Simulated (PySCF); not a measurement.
# CH$_{6}$NSi$_{4}$ (doublet): what the fields show

```xyz
12

N     3.8968    1.0990    0.2073
C     2.8424    0.8012   -0.1549
Si    1.1950    0.3393   -0.8552
Si   -0.6840    1.5852   -0.1690
Si   -1.6554   -0.4673    0.4330
Si    0.2450   -1.7076   -0.1755
H    -0.5822    2.6030    0.8827
H    -1.3023    2.3035   -1.2936
H    -2.8710   -0.8063   -0.3131
H    -2.0391   -0.5802    1.8425
H     0.0923   -2.6413   -1.3013
H     0.8637   -2.5290    0.8710
```

Geometry: GFN2-xTB.

Computed with PySCF, UKS B3LYP, pcH-1 on C H N Si, non-relativistic, mean-field spin-orbit, GIAO.

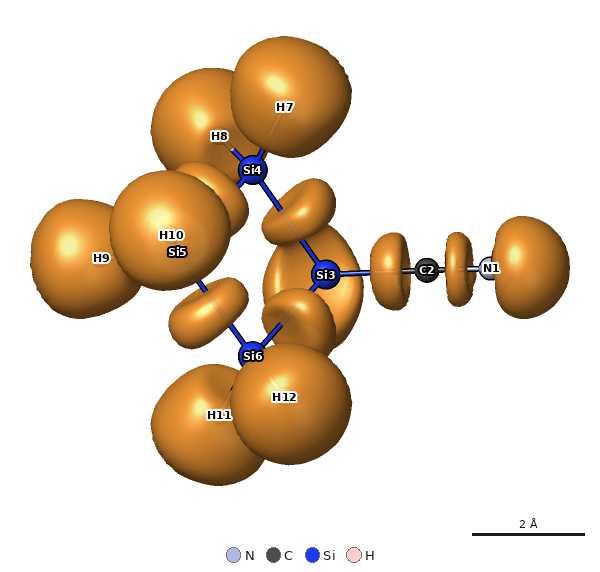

Figure 1. Isosurface of the electron localisation function at 0.8 (orange), seen at a tilt. Core shells and regions of very low density are left out.

**What do the ELF domains correspond to?**

The surface consists of one region between bonded C–N atoms (shared pairs), one region between bonded C–Si atoms (shared pairs), two regions between bonded Si–Si atoms (shared pairs), six regions around hydrogen nuclei, one region on Si in which the atom's valence shell and bonds are merged and one lobe on N, pointing away from the bonds (non-bonding electrons). Along the contacts the grid gives the following. C–N (1.15 Å): the ELF peaks at about 0.90 between the atoms; a short, multiple covalent bond. C–Si (1.85 Å): the ELF peaks at about 0.95 between the atoms: localised, covalent bonding.

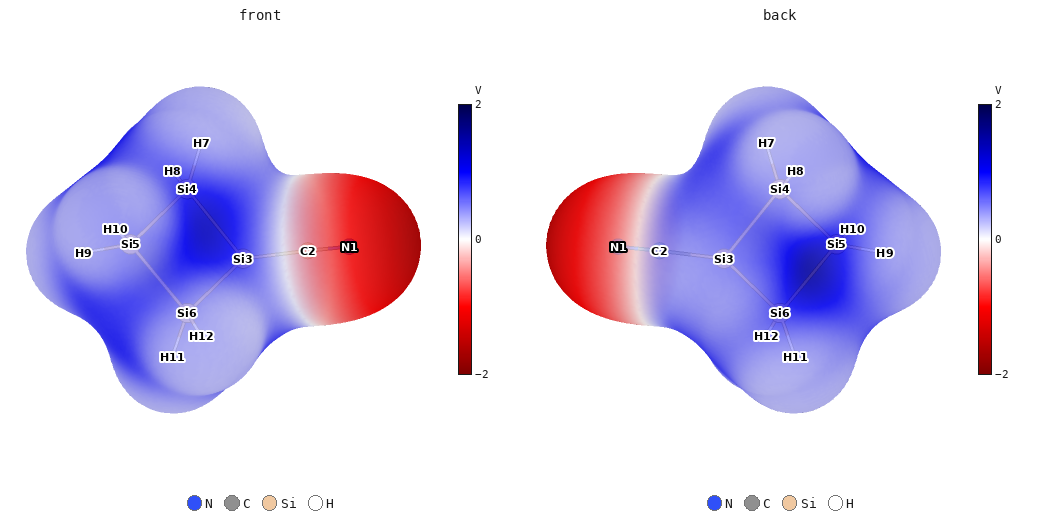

Figure 2. The molecular electrostatic potential painted on the density surface at 0.001 e/bohr³, seen from the front and from behind; red is negative and blue positive.

**Which sites attract a positive test charge, and which a negative one?**

A positive charge is drawn to the negative regions and a negative charge to the positive ones. The most negative region (about −1.6 V) lies over N1, the most positive (about +1.4 V) over Si3, Si4, Si5 and Si6. N1 is the likeliest acceptor of a hydrogen bond.

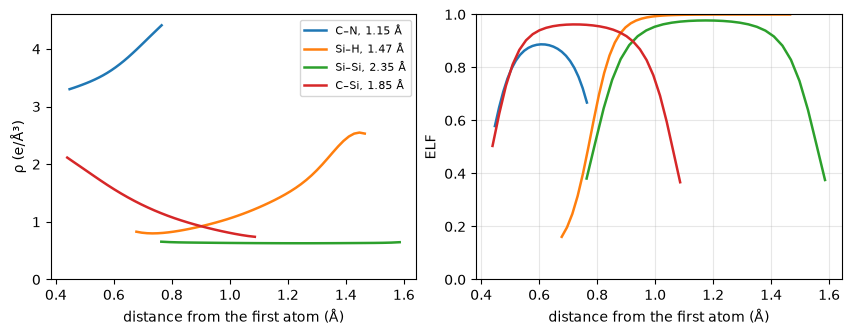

Figure 3. Electron density and electron localisation function along straight lines between neighbouring atoms. The curves leave out the atomic cores.

**What can be read from the curves?**

C–N (1.15 Å): ρ at the midpoint is about 3.6 e/Å³; the ELF peaks at about 0.90 between the atoms (a multiple bond).
Si–H (1.47 Å): ρ at the midpoint is about 0.8 e/Å³; the ELF climbs to about 1 towards the hydrogen, as it does in any bond to H.
Si–Si (2.35 Å): ρ is about 0.63 e/Å³ halfway; the ELF peaks at about 1 between the atoms: localised, covalent bonding.
C–Si (1.85 Å): ρ is about 0.89 e/Å³ halfway; the ELF peaks at about 0.95 between the atoms: a covalent bond.
